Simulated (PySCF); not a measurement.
**SiH2F2 (SMILES F[SiH2]F) at MP2/STO-3G**

What is the vertical singlet–triplet gap of SiH2F2 at MP2/STO-3G? 

The results are computed with PySCF 2.14.0.

7 further runs of the same task are left out: 1 that didn't finish, 6 set aside as unsound or not needed.

## Step 1: The structure to begin with

SiH2F2: 5 atoms, total charge 0, spin state singlet. As SMILES, `F[SiH2]F`. The shape is that of a PBE0-D4/def2-TZVP optimisation.

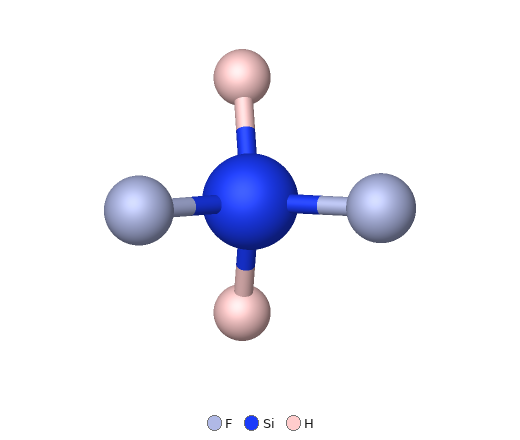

Viewed from a chosen angle; fluorine light blue, silicon blue, hydrogen pink.

## Step 2: A single-point energy at MP2/STO-3G

The input, job.py:

```python
from pyscf import gto, mp

molecule = gto.Mole()
molecule.atom = '''
F     -2.039033     1.017051     1.853292
Si    -0.009864    -0.001020    -0.102215
F      2.357679    -0.983773     1.449250
H     -1.115827    -2.151907    -1.485892
H      0.807045     2.119668    -1.714454
'''
molecule.max_memory = 1860
molecule.unit = 'bohr'
molecule.spin = 0
molecule.verbose = 3
molecule.basis = 'sto-3g'
molecule.build()

mf = molecule.RHF()
mf.conv_tol = 1e-10
mf.kernel()
if not mf.converged:
    mf = mf.newton().run(mf.mo_coeff, mf.mo_occ)

pt = mp.MP2(mf, frozen=7).run()
e_tot = pt.e_tot
print(f'total energy: {e_tot:.8f} hartree')
```

On the command line:

```bash
$ OMP_NUM_THREADS=1 python job.py
```

The log of the run:

```text
converged SCF energy = -482.868193993092
E(RMP2) = -482.933878035991  E_corr = -0.065684042899902
E(SCS-RMP2) = -482.939949064301  E_corr = -0.07175507120954
total energy: -482.93387804 hartree
```

It took 0.4 s on 1 thread of AMD EPYC 9R45 (Zen 5), shared host; peak memory 0.12 GiB.

## Step 3: The triplet

The input, run.py:

```python
from pyscf import gto, mp

mol = gto.Mole()
mol.atom = '''
F   -1.079010   0.538200   0.980720
Si  -0.005220  -0.000540  -0.054090
F    1.247630  -0.520590   0.766910
H   -0.590470  -1.138740  -0.786300
H    0.427070   1.121680  -0.907250
'''
mol.max_memory = 1860
mol.spin = 2
mol.verbose = 4
mol.basis = 'sto-3g'
mol.build()

mf = mol.UHF()
mf.conv_tol = 1e-10
mf.kernel()
if not mf.converged:
    mf = mf.newton().run(mf.mo_coeff, mf.mo_occ)

pt = mp.MP2(mf, frozen=7).run()
energy = pt.e_tot
print('Final energy', energy)
```

On the command line:

```bash
$ OMP_NUM_THREADS=1 python run.py
```

The log of the run:

```text
PySCF version 2.14.0

[INPUT] num. atoms = 5
[INPUT] num. electrons = 34
[INPUT] charge = 0
[INPUT] spin (= nelec alpha-beta = 2S) = 2
[INPUT] symmetry False subgroup None
[INPUT] Mole.unit = angstrom
[INPUT] Symbol           X                Y                Z      unit          X                Y                Z       unit  Magmom
[INPUT]  1 F     -1.079010000000   0.538200000000   0.980720000000 AA   -2.039033385667   1.017050600241   1.853292204883 Bohr   0.0
[INPUT]  2 Si    -0.005220000000  -0.000540000000  -0.054090000000 AA   -0.009864370370  -0.001020452107  -0.102215286078 Bohr   0.0
[INPUT]  3 F      1.247630000000  -0.520590000000   0.766910000000 AA    2.357679004791  -0.983772523187   1.449249862190 Bohr   0.0
[INPUT]  4 H     -0.590470000000  -1.138740000000  -0.786300000000 AA   -1.115826584772  -2.151906727087  -1.485891651746 Bohr   0.0
[INPUT]  5 H      0.427070000000   1.121680000000  -0.907250000000 AA    0.807045336018   2.119667999402  -1.714454026512 Bohr   0.0

nuclear repulsion = 118.741930749531
number of shells = 13
number of NR pGTOs = 63
number of NR cGTOs = 21
basis = sto-3g
ecp = {}

[... 26 lines left out ...]
[... the frontier-level lines of each cycle are left out ...]
[... 11 lines left out ...]
[... 11 lines left out ...]
[... 11 lines left out ...]
[... 11 lines left out ...]
[... 11 lines left out ...]
[... 11 lines left out ...]
[... 11 lines left out ...]
[... 11 lines left out ...]
[... 2 lines left out ...]


cycle= 19 E= -482.41017126722  delta_E= -1.18e-10  |g|= 3.56e-06  |ddm|= 6.93e-05


cycle= 20 E= -482.410171267346  delta_E= -1.27e-10  |g|= 2.75e-06  |ddm|= 5.87e-05


cycle= 21 E= -482.410171267503  delta_E= -1.57e-10  |g|= 1.23e-06  |ddm|= 0.000118


cycle= 22 E= -482.410171267528  delta_E= -2.54e-11  |g|= 2.91e-07  |ddm|= 6.53e-05


Extra cycle  E= -482.410171267529  delta_E= -6.82e-13  |g|= 1.99e-07  |ddm|= 1.29e-06
converged SCF energy = -482.410171267529  <S^2> = 2.0075348  2S+1 = 3.005019

******** <class 'pyscf.mp.ump2.UMP2'> ********
nocc = (np.int64(11), np.int64(9)), nmo = (14, 14)
frozen orbitals 7
E(UMP2) = -482.492795354079  E_corr = -0.0826240865497976
E(SCS-UMP2) = -482.494174511076  E_corr = -0.0840032435474143
E_corr(same-spin) = -0.0174757618988571
E_corr(oppo-spin) = -0.0651483246509405
Final energy -482.4927953540788
```

Wall time 0.4 s (1 thread of AMD EPYC 9R45 (Zen 5), shared host); peak memory 0.12 GiB.

## Step 4: Summary of results

Level: MP2/STO-3G, 7 core orbitals frozen.

| quantity | value |
| --- | --- |
| singlet: total energy | -482.93388 Eh |
| singlet: dipole moment (Hartree–Fock density) | 1.26 D |
| singlet: HOMO energy (Hartree–Fock orbitals) | -10.35 eV |
| singlet: LUMO energy (Hartree–Fock orbitals) | 13.01 eV |
| singlet: HOMO–LUMO gap (Hartree–Fock orbitals) | 23.37 eV |
| singlet: correlation energy (7 core orbitals frozen) | -65.7 mEh |
| triplet: total energy | -482.49280 Eh |
| triplet: dipole moment (Hartree–Fock density) | 0.21 D |
| triplet: correlation energy (7 core orbitals frozen) | -82.6 mEh |
| triplet: ⟨S²⟩ of the reference determinant | 2.008 |
| vertical energy of the triplet above the singlet | 12.002 eV |

At this shape the triplet lies 12.00 eV (1158 kJ/mol) above the singlet. In a minimal basis such a difference can be off by several eV, whatever the method. Mulliken charges (singlet) of the mean-field density run from -0.34 on F1 to +1.03 on Si2.
